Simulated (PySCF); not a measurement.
Input

```
{"job": {"kind": "nmr", "xc": "PBE0", "basis": "pcSseg-1"}, "charge": 0, "multiplicity": 1}
C     -1.880700     1.599571    -0.428413
N     -1.163837     0.472221     0.079119
C     -1.698636    -0.667565     0.067948
C     -0.985336    -1.880163     0.519015
S     -0.291083    -2.636921    -1.003932
Si     1.666549    -1.700755    -1.016267
Si     1.682059     0.594399    -0.685936
Si     1.256384     1.386963     1.447503
H     -2.868556     1.337914    -0.827177
H     -1.282307     2.073284    -1.208374
H     -1.997406     2.324789     0.377730
H     -2.698284    -0.838792    -0.355306
H     -1.665915    -2.614618     0.947206
H     -0.173637    -1.658403     1.208019
H      2.349213    -2.435332     0.057249
H      2.157783    -2.267434    -2.269054
H      3.069697     0.929362    -1.084876
H      0.898517     1.256886    -1.741653
H      2.507057     1.875283     2.054031
H      0.339557     2.522935     1.507120
H      0.769961     0.343320     2.355575
```

Run with:

```sh
OMP_NUM_THREADS=1 python probes_run.py task.json out
```

Geometry: GFN2-xTB.

All numbers below come from PBE0/pcSseg-1, SCF density, gas phase, non-relativistic in PySCF 2.14.0.

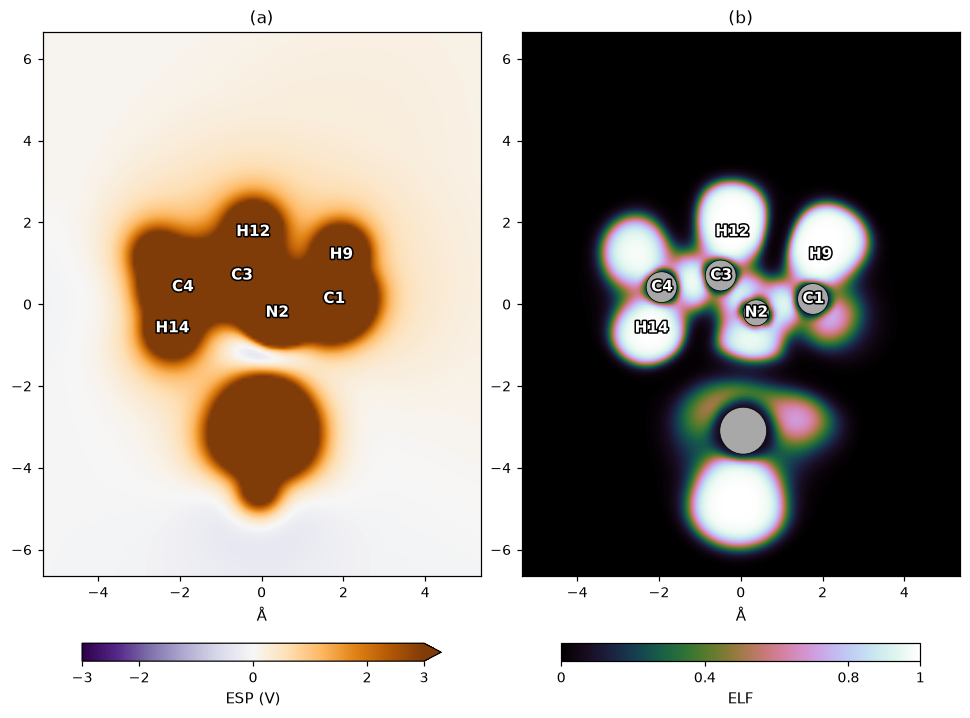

C$_{3}$H$_{13}$NSSi$_{3}$ (SMILES C/N=C/CS[SiH2][SiH2][SiH3]). (a) molecular electrostatic potential; (b) electron localisation function on the plane of atoms N2, C3 and H12. Grey discs cover the atomic cores in the ELF map.

Question: Describe what can be read from this map.

Answer:
- The plane passes through C, N and H nuclei.
- C–N (1.26 Å): the ELF peaks at about 0.90 between the atoms (a multiple bond).
- C–C (1.48 Å): the ELF peaks at about 0.95 between the atoms: localised, covalent bonding.
- C–H (1.09 Å): the ELF climbs to about 1 towards the hydrogen, as it does in any bond to H: a covalent bond by its length.
- C–N (1.43 Å): the ELF peaks at about 0.95 between the atoms (a shared electron pair).
- The potential has no marked negative region in this plane.
